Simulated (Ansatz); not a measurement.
## Nudged elastic band, with input and output: CH₈GeS (part 2 of 2)

The same run, continued: CH₈GeS; RKS PBE0-D4/def2-mTZVP (Ansatz 0.2.0). It belongs to a series of runs on one base structure; here: band between the two ends.

Geometry of the input (Å):
```
Ge -0.3273  0.1605  0.2313
C  -0.0257  0.5523  2.1190
H  -0.9690  0.7674  2.6235
H  0.4413  -0.3059  2.6028
H  0.6289  1.4176  2.2332
H  1.0013  -0.1572  -0.4857
H  -0.9814  1.3577  -0.4867
H  -1.2585  -1.0583  0.0642
S  1.2709  -3.2440  1.6188
H  1.7279  -2.7549  0.4446
H  0.0270  -3.4317  1.1254
```

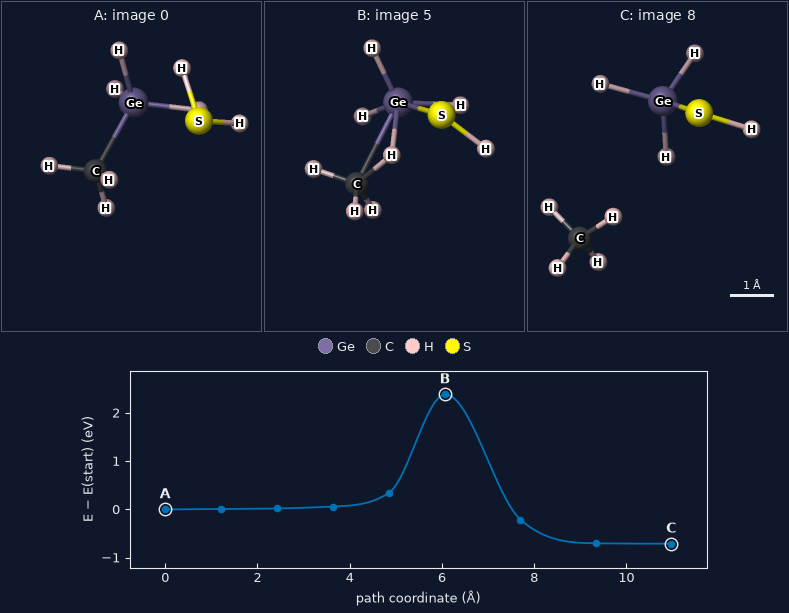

*Images of the last band (counted from 0; ball-and-stick, seen at a tilt) above the energy along the path; the line is a cubic interpolation that uses the forces.*

The highest image is number 5, 2.380 eV above the start and 3.092 eV above the end (the climbing image); the end lies 0.712 eV below the start. The path is 10.97 Å long. The band converged in 20 iterations.

```
Total energy: -68506.39710158 eV, -2517.5636581794 hartree
Atom 0 at    -0.051237    -0.269487    -0.018028 Å, force     0.013367     0.002473     0.035674 eV/Å
Atom 1 at     0.037642    -0.025366     2.229710 Å, force    -0.021245     0.033189    -0.036896 eV/Å
Atom 2 at    -1.043797    -0.002891     2.354784 Å, force     0.002058     0.002914     0.013891 eV/Å
Atom 3 at     0.460430    -0.503782     3.120980 Å, force    -0.002552    -0.012152     0.021036 eV/Å
Atom 4 at     0.455698     0.978819     2.177059 Å, force    -0.000231    -0.008218     0.004168 eV/Å
Atom 5 at     1.250903     0.092255    -0.731175 Å, force     0.007778     0.002182    -0.002676 eV/Å
Atom 6 at    -0.876661     1.052943     0.086622 Å, force    -0.002700     0.010583    -0.002950 eV/Å
Atom 7 at    -1.025240    -1.301982    -0.588535 Å, force    -0.016041    -0.016726    -0.001948 eV/Å
Atom 8 at     1.390351    -2.442772     0.794165 Å, force     0.008874    -0.004087     0.001330 eV/Å
Atom 9 at     0.324913    -3.243187     1.030974 Å, force    -0.001753    -0.001662    -0.000917 eV/Å
Atom 10 at     0.612298    -1.030948     1.633840 Å, force     0.012444    -0.008495    -0.030713 eV/Å
Dipole moment:    -0.516273     0.525778     0.179251 e Å
this run last wrote the band of iteration 20 to [file]
```

The last band as extended XYZ (Å, eV, eV/Å)
```
11
Properties=species:S:1:pos:R:3:forces:R:3 image=0 energy=-68508.77727
Ge   -0.3273    0.1605    0.2313   -0.0102   0.0107  -0.0011
C    -0.0257    0.5523    2.1190   -0.0022  -0.0028   0.0016
H    -0.9690    0.7674    2.6235    0.0062  -0.0015  -0.0051
H     0.4413   -0.3059    2.6028    0.0013   0.0034   0.0037
H     0.6289    1.4176    2.2332   -0.0006  -0.0046  -0.0005
H     1.0013   -0.1572   -0.4857   -0.0018  -0.0030   0.0029
H    -0.9814    1.3577   -0.4867    0.0020   0.0005  -0.0019
H    -1.2585   -1.0583    0.0642    0.0045  -0.0029   0.0009
S     1.2709   -3.2440    1.6188   -0.0098   0.0070  -0.0294
H     1.7279   -2.7549    0.4446   -0.0089  -0.0101   0.0235
H     0.0270   -3.4317    1.1254    0.0194   0.0034   0.0054
11
Properties=species:S:1:pos:R:3:forces:R:3 image=1 energy=-68508.77018
Ge   -0.2358    0.2494    0.1584    0.0061  -0.0022   0.0020
C    -0.0350    0.5352    2.0787   -0.0014   0.0006  -0.0031
H    -1.0097    0.5900    2.5656    0.0009   0.0023   0.0013
H     0.5294   -0.2892    2.5151    0.0006   0.0016   0.0003
H     0.4994    1.4656    2.2748   -0.0003   0.0012   0.0020
H     1.1396    0.1370   -0.5285   -0.0034  -0.0030   0.0016
H    -1.0093    1.4112   -0.4964   -0.0001   0.0028  -0.0018
H    -1.0137   -1.0534   -0.1227   -0.0051  -0.0026   0.0011
S     1.4246   -3.1790    1.5266    0.0068   0.0037  -0.0049
H     1.0665   -3.0023    0.2365    0.0055   0.0007   0.0023
H     0.1794   -3.5608    1.8824   -0.0095  -0.0050  -0.0008
11
Properties=species:S:1:pos:R:3:forces:R:3 image=2 energy=-68508.76001
Ge   -0.2160    0.2837    0.0765   -0.0004  -0.0080   0.0016
C    -0.1081    0.4801    2.0167    0.0001   0.0041  -0.0043
H    -1.1030    0.4683    2.4640   -0.0021  -0.0016   0.0014
H     0.4768   -0.3383    2.4369    0.0014   0.0027   0.0015
H     0.3749    1.4215    2.2820    0.0030   0.0038  -0.0013
H     1.1867    0.2505   -0.5564   -0.0019   0.0002  -0.0012
H    -1.0059    1.4530   -0.5452   -0.0029   0.0049  -0.0023
H    -0.9456   -1.0248   -0.2958   -0.0004   0.0050   0.0013
S     1.5538   -3.1069    1.2712   -0.0089   0.0046  -0.0154
H     0.4341   -3.2197    0.5236    0.0190   0.0030   0.0033
H     0.8875   -3.3637    2.4169   -0.0070  -0.0187   0.0155
11
Properties=species:S:1:pos:R:3:forces:R:3 image=3 energy=-68508.71993
Ge   -0.2525    0.1892    0.1097   -0.0070   0.0083  -0.0062
C    -0.1536    0.3996    2.0530   -0.0022   0.0112   0.0330
H    -1.1540    0.4141    2.4882   -0.0014   0.0094  -0.0033
H     0.4055   -0.4119    2.5203   -0.0022  -0.0001  -0.0265
H     0.3427    1.3364    2.3102   -0.0078   0.0068  -0.0053
H     1.1506    0.1420   -0.5161    0.0005   0.0055   0.0005
H    -1.0261    1.3801   -0.4893   -0.0047   0.0039  -0.0105
H    -1.0062   -1.1043   -0.2568   -0.0025   0.0056   0.0051
S     1.5811   -3.2349    0.9992   -0.0147  -0.0074   0.0085
H     0.2521   -3.4020    0.8237    0.0161  -0.0022  -0.0074
H     1.3957   -2.4048    2.0482    0.0258  -0.0409   0.0119
11
Properties=species:S:1:pos:R:3:forces:R:3 image=4 energy=-68508.43169
Ge   -0.1875    0.0050    0.1291   -0.0812   0.1703   0.0875
C    -0.0770    0.1865    2.1006   -0.0745   0.1045  -0.0672
H    -1.1049    0.2111    2.4636   -0.0483   0.1038   0.0681
H     0.4586   -0.5248    2.7342   -0.0079  -0.0342  -0.2297
H     0.3775    1.1609    2.2801   -0.0683   0.1037   0.0817
H     1.1746    0.0556   -0.5854   -0.0442   0.0124   0.0960
H    -0.9872    1.2649   -0.2315   -0.0826   0.1246  -0.1751
H    -0.9830   -1.2207   -0.3629    0.0401   0.0494   0.1234
S     1.5157   -2.8045    0.9738    0.0953  -0.1771   0.0940
H     0.2929   -3.3701    1.0501    0.0043  -0.0763  -0.0170
H     1.0556   -1.6603    1.5386    0.2674  -0.3810  -0.0617
11
Properties=species:S:1:pos:R:3:forces:R:3 image=5 energy=-68506.39707
Ge   -0.0512   -0.2695   -0.0180    0.0134   0.0025   0.0357
C     0.0376   -0.0254    2.2297   -0.0212   0.0332  -0.0369
H    -1.0438   -0.0029    2.3548    0.0021   0.0029   0.0139
H     0.4604   -0.5038    3.1210   -0.0026  -0.0122   0.0210
H     0.4557    0.9788    2.1771   -0.0002  -0.0082   0.0042
H     1.2509    0.0923   -0.7312    0.0078   0.0022  -0.0027
H    -0.8767    1.0529    0.0866   -0.0027   0.0106  -0.0029
H    -1.0252   -1.3020   -0.5885   -0.0160  -0.0167  -0.0019
S     1.3904   -2.4428    0.7942    0.0089  -0.0041   0.0013
H     0.3249   -3.2432    1.0310   -0.0018  -0.0017  -0.0009
H     0.6123   -1.0309    1.6338    0.0124  -0.0085  -0.0307
11
Properties=species:S:1:pos:R:3:forces:R:3 image=6 energy=-68508.98984
Ge    0.1040   -0.6029   -0.4797    0.0714  -0.2058  -0.2519
C     0.0484   -0.0015    2.6804    0.0466   0.0207   0.2776
H    -1.0322   -0.0100    2.5376    0.0152  -0.0032   0.1193
H     0.3055   -0.2534    3.7025   -0.0798   0.1655   0.3330
H     0.4429    0.9790    2.4136   -0.0084   0.0100   0.1274
H     1.2359    0.0418   -1.2780   -0.0313  -0.0299  -0.3287
H    -0.5598    0.5433    0.3117    0.1657  -0.3124   0.1233
H    -1.0275   -1.2889   -1.2414   -0.0172  -0.0064  -0.3598
S     1.2688   -2.3098    0.4516   -0.0748   0.0926  -0.2084
H     0.2330   -3.0373    0.9346   -0.0374   0.1231  -0.0555
H     0.5162   -0.7567    2.0575   -0.0500   0.1459   0.2236
11
Properties=species:S:1:pos:R:3:forces:R:3 image=7 energy=-68509.48122
Ge    0.1264   -0.7877   -0.8866   -0.0034   0.0019  -0.0124
C     0.0981    0.1708    3.1169    0.0034   0.0100   0.0170
H    -0.9785    0.0795    2.9721    0.0008  -0.0066   0.0008
H     0.3270    0.1038    4.1803    0.0009   0.0040  -0.0008
H     0.4321    1.1354    2.7346    0.0010   0.0013   0.0050
H     1.2761    0.0365   -1.4774   -0.0013   0.0007  -0.0030
H    -0.7036    0.0593    0.0902    0.0002  -0.0071  -0.0051
H    -0.7796   -1.3374   -2.0007    0.0066   0.0004  -0.0010
S     1.1345   -2.4647    0.1847   -0.0050  -0.0034  -0.0004
H    -0.0076   -3.0633    0.5940   -0.0003  -0.0007  -0.0019
H     0.6103   -0.6284    2.5823   -0.0030  -0.0006   0.0018
11
Properties=species:S:1:pos:R:3:forces:R:3 image=8 energy=-68509.48932
Ge    0.0451   -0.8398   -0.7211   -0.0008  -0.0032   0.0005
C     0.1921    0.3014    3.0563   -0.0106  -0.0029  -0.0097
H    -0.8965    0.3669    3.0602    0.0205   0.0009  -0.0011
H     0.5660    0.4261    4.0722   -0.0012  -0.0024  -0.0018
H     0.6006    1.0898    2.4230   -0.0051  -0.0129   0.0066
H     1.0860    0.2802   -0.6134    0.0010  -0.0023   0.0011
H    -1.2407   -0.4655    0.0322   -0.0015   0.0000   0.0009
H    -0.2818   -1.1361   -2.1943    0.0002  -0.0001  -0.0004
S     1.0146   -2.6113    0.2271    0.0022   0.0059   0.0000
H    -0.0472   -3.4355    0.0750   -0.0016  -0.0004  -0.0016
H     0.4972   -0.6726    2.6731   -0.0030   0.0175   0.0054
```

Key numbers

```tsv
quantity	value
outcome	converged
barrier, forward	2.380 eV
barrier, backward	3.092 eV
wall time	5.2 min (CPU time 9.9 min)
peak memory	0.25 GiB
```

The order of the saddle point was not checked.
